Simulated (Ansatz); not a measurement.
**Geometry relaxation, with input and output: BSiNH$_{6}$Cl$_{2}$O (part 4 of 4)**

The same run, continued: BSiNH$_{6}$Cl$_{2}$O; RKS revPBE/def2-SVP (Ansatz 0.2.0). The run did not end well. It belongs to a series of runs on one base structure; here: end point B relaxed.

Geometry of the input (Å):
```
B  0.2630  0.4071  -0.3055
O  -0.0873  -0.1293  2.2265
H  -1.0519  -0.2594  2.1450
Cl 1.6337  -0.6907  -0.5763
Cl -1.3899  -0.0738  -0.7917
N  0.5017  1.8310  0.0688
H  1.4894  2.0630  0.2258
Si -0.6259  3.2092  -0.0720
H  -1.4085  3.1576  -1.3526
H  -1.5915  3.2434  1.0899
H  0.2293  4.4502  -0.0283
H  0.0079  0.8398  2.0389
```

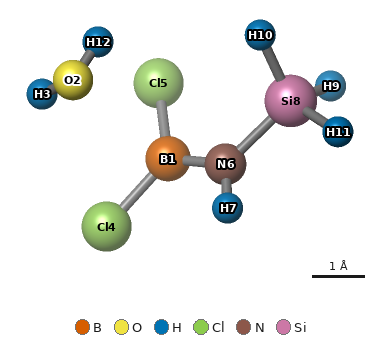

**Figure 1.** The geometry at step 43 of the log (ball-and-stick view, seen at a tilt; atoms are numbered from 1 in the order of the input).

## Trajectory as extended XYZ, continued
```
12
Properties=species:S:1:pos:R:3:forces:R:3 step=35 energy=-37216.78520
B     0.2878    0.5312   -0.4654   -0.0453   0.0122   0.0071
O    -0.1496    0.0284    2.6502   -0.2971  -0.0404  -0.1550
H    -0.4964   -0.7636    2.1850    0.1012   0.2322   0.1319
Cl    1.5555   -0.7063   -0.6135    0.0157  -0.0176   0.0008
Cl   -1.4323    0.0308   -0.6118    0.0064  -0.0039   0.0011
N     0.5935    1.8994   -0.3092    0.0542   0.0212  -0.0180
H     1.5903    2.1259   -0.2266   -0.0211  -0.0114   0.0051
Si   -0.5504    3.2617   -0.1554   -0.0136   0.0007   0.0194
H    -1.4019    3.4023   -1.3830   -0.0033   0.0042  -0.0043
H    -1.4368    3.0851    1.0469   -0.0021   0.0069  -0.0072
H     0.2972    4.4890    0.0248    0.0038  -0.0049  -0.0032
H    -0.8869    0.6644    2.5264    0.2011  -0.1993   0.0223
12
Properties=species:S:1:pos:R:3:forces:R:3 step=36 energy=-37216.78812
B     0.2811    0.5322   -0.4649   -0.0430   0.0375   0.0144
O    -0.1571    0.0496    2.6581   -0.1793  -0.0427  -0.1072
H    -0.4366   -0.7711    2.2023    0.0597   0.1452   0.0858
Cl    1.5450   -0.7102   -0.6085    0.0156  -0.0218   0.0019
Cl   -1.4405    0.0359   -0.6072    0.0110  -0.0015  -0.0021
N     0.5920    1.8998   -0.3109    0.0291  -0.0109  -0.0223
H     1.5893    2.1216   -0.2248   -0.0111  -0.0042   0.0028
Si   -0.5479    3.2655   -0.1555   -0.0109   0.0082   0.0195
H    -1.3991    3.4107   -1.3830    0.0003   0.0005  -0.0053
H    -1.4360    3.0925    1.0459    0.0015   0.0046  -0.0067
H     0.3054    4.4888    0.0244    0.0021  -0.0018  -0.0019
H    -0.9257    0.6333    2.4927    0.1250  -0.1131   0.0211
12
Properties=species:S:1:pos:R:3:forces:R:3 step=37 energy=-37216.78845
B     0.2777    0.5392   -0.4619    0.0320  -0.1080  -0.0343
O    -0.1594    0.0493    2.6600   -0.1289  -0.0229  -0.0800
H    -0.4294   -0.7746    2.2066    0.0459   0.1020   0.0610
Cl    1.5408   -0.7090   -0.5999   -0.0104   0.0061   0.0111
Cl   -1.4413    0.0400   -0.6072   -0.0127   0.0141   0.0080
N     0.5953    1.9042   -0.3210    0.0140   0.0143   0.0221
H     1.5923    2.1238   -0.2314    0.0001  -0.0018  -0.0004
Si   -0.5470    3.2637   -0.1560   -0.0264   0.0751  -0.0010
H    -1.3985    3.4111   -1.3829   -0.0055   0.0014  -0.0021
H    -1.4339    3.0892    1.0458    0.0030  -0.0047  -0.0023
H     0.3057    4.4868    0.0248    0.0007   0.0104   0.0019
H    -0.9322    0.6248    2.4917    0.0882  -0.0860   0.0159
12
Properties=species:S:1:pos:R:3:forces:R:3 step=38 energy=-37216.74772 accepted=F
B     0.2542    0.5477   -0.4550    0.0260  -0.0466   0.1108
O    -0.1280    0.1210    2.5847   -1.4976  -0.6912  -0.4620
H    -0.2832   -0.8307    2.3010    0.2570   1.1620   0.3255
Cl    1.5030   -0.7209   -0.5545   -0.0046   0.0013  -0.0322
Cl   -1.4697    0.0671   -0.5992   -0.0281   0.0105  -0.0525
N     0.5894    1.9106   -0.3227   -0.0220   0.0002  -0.0490
H     1.5880    2.1151   -0.2197    0.0061   0.0078  -0.0018
Si   -0.5382    3.2856   -0.1660   -0.0057  -0.0038   0.0113
H    -1.3837    3.4370   -1.3972    0.0034   0.0103  -0.0043
H    -1.4337    3.1204    1.0302    0.0006   0.0098  -0.0008
H     0.3264    4.5000    0.0168    0.0024   0.0124  -0.0039
H    -1.0544    0.4954    2.4501    1.2624  -0.4728   0.1591
12
Properties=species:S:1:pos:R:3:forces:R:3 step=39 energy=-37216.79043
B     0.2682    0.5467   -0.4623    0.0172  -0.0823   0.0466
O    -0.1572    0.0299    2.6755   -0.0640  -0.0004  -0.0387
H    -0.3884   -0.8130    2.2390    0.0290   0.0504   0.0243
Cl    1.5272   -0.7074   -0.5828   -0.0090   0.0091  -0.0126
Cl   -1.4529    0.0508   -0.5936   -0.0052   0.0186  -0.0180
N     0.5896    1.9111   -0.3184    0.0025   0.0236  -0.0103
H     1.5874    2.1257   -0.2245    0.0003   0.0004  -0.0063
Si   -0.5450    3.2820   -0.1704   -0.0185   0.0350   0.0148
H    -1.3905    3.4270   -1.4020    0.0046  -0.0014  -0.0051
H    -1.4392    3.1177    1.0268   -0.0009  -0.0009   0.0014
H     0.3122    4.5024    0.0099    0.0046  -0.0017  -0.0053
H    -0.9414    0.5754    2.4713    0.0394  -0.0505   0.0093
12
Properties=species:S:1:pos:R:3:forces:R:3 step=40 energy=-37216.79229
B     0.2542    0.5453   -0.4346   -0.0223   0.0779  -0.0957
O    -0.1539    0.0451    2.6727   -0.2363  -0.0671  -0.1450
H    -0.2989   -0.8344    2.2642    0.0395   0.2016   0.0902
Cl    1.5071   -0.7112   -0.5795    0.0074  -0.0211   0.0408
Cl   -1.4695    0.0662   -0.5988   -0.0001  -0.0045   0.0354
N     0.5813    1.9118   -0.3026   -0.0124   0.0058   0.0142
H     1.5808    2.1208   -0.2130   -0.0042   0.0034   0.0033
Si   -0.5421    3.2990   -0.1786    0.0190  -0.0565   0.0209
H    -1.3787    3.4358   -1.4177    0.0081   0.0000  -0.0014
H    -1.4436    3.1519    1.0152   -0.0037   0.0134  -0.0032
H     0.3253    4.5144   -0.0095    0.0030  -0.0120  -0.0032
H    -0.9920    0.5037    2.4507    0.2020  -0.1407   0.0439
12
Properties=species:S:1:pos:R:3:forces:R:3 step=41 energy=-37216.78427 accepted=F
B     0.2350    0.5570   -0.4352    0.0351  -0.0322   0.0800
O    -0.1629    0.0865    2.6470   -0.7644  -0.4087  -0.4124
H    -0.1670   -0.8392    2.2877   -0.0211   0.7363   0.2575
Cl    1.4769   -0.7207   -0.5333   -0.0197   0.0120  -0.0146
Cl   -1.4917    0.0842   -0.5687   -0.0212   0.0112  -0.0399
N     0.5789    1.9179   -0.3098   -0.0208  -0.0005  -0.0378
H     1.5796    2.1166   -0.2138   -0.0010   0.0057  -0.0010
Si   -0.5357    3.3094   -0.1826    0.0097  -0.0003   0.0024
H    -1.3638    3.4517   -1.4268   -0.0025   0.0023   0.0026
H    -1.4427    3.1738    1.0078    0.0033   0.0044  -0.0045
H     0.3429    4.5165   -0.0153    0.0008   0.0017   0.0023
H    -1.0795    0.3946    2.4114    0.8019  -0.3318   0.1654
12
Properties=species:S:1:pos:R:3:forces:R:3 step=42 energy=-37216.79755
B     0.2419    0.5527   -0.4328   -0.0113   0.0272  -0.0226
O    -0.1568    0.0521    2.6709   -0.0890  -0.0391  -0.0601
H    -0.2268   -0.8309    2.2569    0.0260   0.0845   0.0443
Cl    1.4835   -0.7211   -0.5377   -0.0062  -0.0014   0.0096
Cl   -1.4855    0.0867   -0.5963    0.0054  -0.0062   0.0124
N     0.5794    1.9158   -0.3050    0.0077  -0.0163  -0.0028
H     1.5788    2.1204   -0.2058   -0.0014  -0.0027   0.0032
Si   -0.5399    3.3039   -0.1832   -0.0058   0.0033   0.0046
H    -1.3723    3.4401   -1.4252    0.0049   0.0011   0.0001
H    -1.4449    3.1670    1.0088    0.0000   0.0045  -0.0001
H     0.3325    4.5159   -0.0179    0.0037  -0.0041  -0.0001
H    -1.0199    0.4457    2.4357    0.0661  -0.0510   0.0116
12
Properties=species:S:1:pos:R:3:forces:R:3 step=43 energy=-37216.80127
B     0.2334    0.5566   -0.4269   -0.0174   0.0085  -0.0158
O    -0.1717    0.0671    2.6707   -0.0622  -0.0387  -0.0450
H    -0.1596   -0.8246    2.2707    0.0194   0.0708   0.0370
Cl    1.4679   -0.7253   -0.5235    0.0060  -0.0064   0.0099
Cl   -1.4954    0.0943   -0.5842   -0.0039   0.0005   0.0025
N     0.5776    1.9179   -0.3074    0.0074  -0.0048   0.0051
H     1.5773    2.1183   -0.2029    0.0006  -0.0027  -0.0042
Si   -0.5365    3.3105   -0.1860   -0.0080   0.0076   0.0075
H    -1.3686    3.4463   -1.4281    0.0037   0.0017  -0.0019
H    -1.4407    3.1807    1.0069    0.0008   0.0037  -0.0007
H     0.3417    4.5189   -0.0251    0.0043  -0.0017  -0.0009
H    -1.0553    0.3876    2.4043    0.0494  -0.0385   0.0065
12
Properties=species:S:1:pos:R:3:forces:R:3 step=44 energy=-37216.80311
B     0.2197    0.5599   -0.4268   -0.0239   0.0097   0.0211
O    -0.1955    0.0952    2.6754   -0.2968  -0.2861  -0.2716
H    -0.0578   -0.8068    2.3036   -0.0647   0.4064   0.1601
Cl    1.4458   -0.7327   -0.5047    0.0077  -0.0077   0.0011
Cl   -1.5116    0.1058   -0.5828    0.0003   0.0039  -0.0097
N     0.5731    1.9185   -0.3098    0.0076  -0.0086  -0.0058
H     1.5736    2.1121   -0.2007   -0.0016  -0.0033  -0.0052
Si   -0.5321    3.3187   -0.1870   -0.0051   0.0073   0.0058
H    -1.3618    3.4575   -1.4303   -0.0002   0.0034  -0.0020
H    -1.4365    3.1968    1.0064    0.0031   0.0027  -0.0040
H     0.3558    4.5204   -0.0297    0.0033  -0.0003   0.0005
H    -1.1028    0.3029    2.3548    0.3704  -0.1274   0.1098
12
Properties=species:S:1:pos:R:3:forces:R:3 step=45 energy=-37216.79346 accepted=F
B     0.1996    0.5606   -0.4184   -0.0260   0.0738  -0.0128
O    -0.2459    0.1316    2.6879   -0.4653  -0.7742  -0.6648
H     0.0857   -0.7494    2.3569   -0.3587   0.8590   0.3064
Cl    1.4141   -0.7439   -0.4927    0.0095  -0.0200   0.0223
Cl   -1.5354    0.1244   -0.5842   -0.0001  -0.0103   0.0013
N     0.5663    1.9163   -0.3069    0.0205  -0.0537  -0.0119
H     1.5689    2.1005   -0.1996   -0.0043  -0.0010  -0.0027
Si   -0.5245    3.3282   -0.1886   -0.0315   0.0227   0.0378
H    -1.3526    3.4731   -1.4323    0.0065   0.0009  -0.0072
H    -1.4301    3.2178    1.0050    0.0071   0.0021  -0.0124
H     0.3755    4.5211   -0.0329    0.0068  -0.0030  -0.0060
H    -1.1516    0.1680    2.2743    0.8354  -0.0962   0.3501
12
Properties=species:S:1:pos:R:3:forces:R:3 step=46 energy=-37216.80948
B     0.2021    0.5707   -0.4116    0.0030   0.0002   0.0090
O    -0.1966    0.0597    2.6927   -0.1009  -0.0860  -0.0981
H    -0.0015   -0.8222    2.3156   -0.0117   0.1298   0.0549
Cl    1.4235   -0.7295   -0.4754   -0.0041   0.0041   0.0016
Cl   -1.5292    0.1229   -0.5750   -0.0072   0.0052  -0.0021
N     0.5635    1.9278   -0.3034   -0.0086  -0.0082  -0.0010
H     1.5650    2.1149   -0.1920    0.0014  -0.0001  -0.0043
Si   -0.5310    3.3399   -0.2059    0.0081  -0.0152   0.0131
H    -1.3459    3.4740   -1.4593    0.0009   0.0041  -0.0040
H    -1.4481    3.2369    0.9790   -0.0003   0.0026  -0.0018
H     0.3685    4.5326   -0.0498    0.0026   0.0078  -0.0028
H    -1.1003    0.2207    2.3537    0.1169  -0.0444   0.0354
12
Properties=species:S:1:pos:R:3:forces:R:3 step=47 energy=-37216.81135
B     0.1900    0.5679   -0.3894    0.0016   0.0251  -0.0264
O    -0.2008    0.0650    2.6794   -0.0538  -0.0981  -0.0970
H     0.0478   -0.7944    2.2822   -0.0228   0.1277   0.0719
Cl    1.4066   -0.7374   -0.4457    0.0028  -0.0102   0.0073
Cl   -1.5420    0.1275   -0.5648   -0.0103  -0.0002   0.0068
N     0.5576    1.9237   -0.2901   -0.0016  -0.0028   0.0029
H     1.5599    2.1069   -0.1800    0.0001  -0.0010   0.0015
Si   -0.5298    3.3423   -0.2046    0.0010  -0.0082   0.0021
H    -1.3372    3.4734   -1.4633   -0.0011   0.0025  -0.0022
H    -1.4536    3.2500    0.9758    0.0026   0.0021  -0.0006
H     0.3736    4.5329   -0.0534    0.0045   0.0002   0.0020
H    -1.1023    0.1905    2.3224    0.0769  -0.0373   0.0317
12
Properties=species:S:1:pos:R:3:forces:R:3 step=48 energy=-37216.80654 accepted=F
B     0.1754    0.5729   -0.3918   -0.0170   0.0093   0.1603
O    -0.2057    0.1030    2.6285   -0.4308  -0.4230  -0.2650
H     0.1274   -0.7727    2.3229   -0.1182   0.4013   0.1278
Cl    1.3834   -0.7436   -0.4168    0.0062  -0.0068  -0.0517
Cl   -1.5605    0.1412   -0.5478   -0.0151  -0.0031  -0.0695
N     0.5521    1.9255   -0.2874    0.0057   0.0238  -0.0752
H     1.5555    2.1012   -0.1745   -0.0063   0.0000   0.0009
Si   -0.5249    3.3531   -0.2087    0.0080  -0.0355   0.0007
H    -1.3225    3.4881   -1.4737   -0.0028   0.0057   0.0006
H    -1.4569    3.2701    0.9657    0.0058   0.0045  -0.0026
H     0.3874    4.5369   -0.0556    0.0045  -0.0004   0.0030
H    -1.1406    0.0726    2.3076    0.5600   0.0242   0.1707
12
Properties=species:S:1:pos:R:3:forces:R:3 step=49 energy=-37216.81459
B     0.1820    0.5703   -0.3933   -0.0042  -0.0018  -0.0204
O    -0.2160    0.0814    2.6768   -0.0376  -0.0433  -0.0478
H     0.0981   -0.7667    2.3067   -0.0063   0.0600   0.0335
Cl    1.3920   -0.7429   -0.4367    0.0031  -0.0068   0.0072
Cl   -1.5511    0.1367   -0.5744   -0.0072   0.0012   0.0018
N     0.5564    1.9238   -0.2971    0.0077   0.0034   0.0196
H     1.5582    2.1021   -0.1735   -0.0038  -0.0012  -0.0096
Si   -0.5271    3.3446   -0.2055   -0.0026   0.0095  -0.0090
H    -1.3354    3.4803   -1.4636    0.0030   0.0020   0.0037
H    -1.4491    3.2535    0.9759    0.0000   0.0010   0.0025
H     0.3807    4.5322   -0.0536    0.0016  -0.0020   0.0013
H    -1.1186    0.1332    2.3066    0.0462  -0.0218   0.0172
12
Properties=species:S:1:pos:R:3:forces:R:3 step=50 energy=-37216.81672
B     0.1739    0.5734   -0.3958   -0.0027  -0.0162   0.0021
O    -0.2327    0.0869    2.6806   -0.0546  -0.0701  -0.0694
H     0.1447   -0.7440    2.3290   -0.0341   0.0884   0.0368
Cl    1.3788   -0.7463   -0.4268   -0.0016   0.0024   0.0019
Cl   -1.5602    0.1450   -0.5784   -0.0031   0.0031  -0.0057
N     0.5541    1.9250   -0.3002    0.0079   0.0012   0.0167
H     1.5561    2.0992   -0.1720   -0.0073  -0.0010  -0.0127
Si   -0.5247    3.3498   -0.2085   -0.0014   0.0128  -0.0083
H    -1.3318    3.4879   -1.4672    0.0048   0.0021   0.0050
H    -1.4469    3.2628    0.9728   -0.0005  -0.0004   0.0021
H     0.3885    4.5334   -0.0565    0.0002  -0.0014  -0.0006
H    -1.1298    0.0751    2.2916    0.0923  -0.0210   0.0322
```
